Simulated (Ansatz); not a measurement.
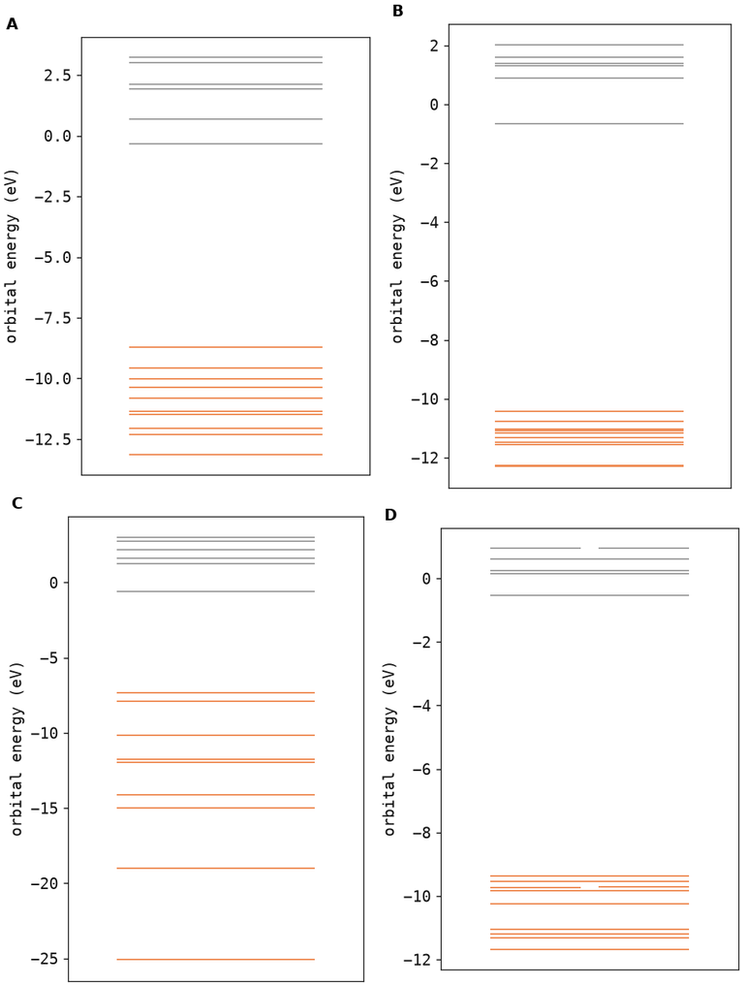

Kohn-Sham orbital energies near the frontier, r2SCAN0/def2-TZVPP, the Ansatz code 0.2.0, at a PBE0-D4/def2-TZVP geometry (a minimum by its frequencies), isolated molecule; empty levels in grey, levels within 0.03 eV side by side.

Question: Assign the panels.
1. BSiH₅O₄, SMILES BO[Si](O)(O)O
2. Al₂H₂Cl₄, SMILES [Cl][Al@H-]1[Cl+][Al@@H-]([Cl])[Cl+]1, singlet
3. AlSiNH₅F₃, SMILES [F][Al-]([F])([F])[NH2+][SiH3], singlet
4. CH₃BN₂, SMILES N(=C1\BN1)/[H]

Answer: A: 1 (HOMO −8.72 eV, LUMO −0.34 eV)
B: 3 (HOMO −10.43 eV, LUMO −0.65 eV)
C: 4 (HOMO −7.33 eV, LUMO −0.62 eV)
D: 2 (HOMO −9.37 eV, LUMO −0.53 eV)

Limits of at least one run: empty levels above zero depend strongly on the basis; one conformer of a flexible molecule.
